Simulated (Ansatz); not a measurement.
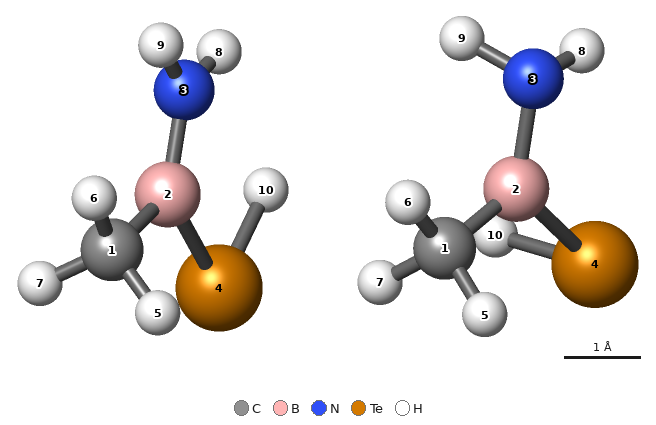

Two geometries of CH₆BNTe (coarse preliminary run), drawn at one scale. One is the start of a relaxation, the other its converged end. Style: ball-and-stick. Shown from a free direction.

All numbers below come from RKS PBE-D4/def2-SVP (Ansatz 0.2.0). Settings: force threshold 0.03 eV/Å; at most 200 steps.

### Which geometry has the lower energy?

The left one is the relaxed one. The start comes from a force field. H10 moves most after the best rigid fit: 1.44 Å. By element the largest moves are H 1.44 Å, Te 0.72 Å, N 0.57 Å, B 0.33 Å, C 0.15 Å. Among the contacts that change: B2–N3 1.506 → 1.402 Å, N3–H9 1.104 → 1.022 Å, N3–H8 1.093 → 1.019 Å, C1–B2 1.520 → 1.581 Å. Bond angles that change, for instance: B2–N3–H8 106.3° → 124.8°, B2–N3–H9 108.1° → 121.6°, H8–N3–H9 102.7° → 113.6°. Groups turn about B2–Te4 by about 90°. The energy falls by 1.143 eV in 12 geometry steps. Largest force component: 3.3 eV/Å at the start, 0.011 eV/Å at the end.
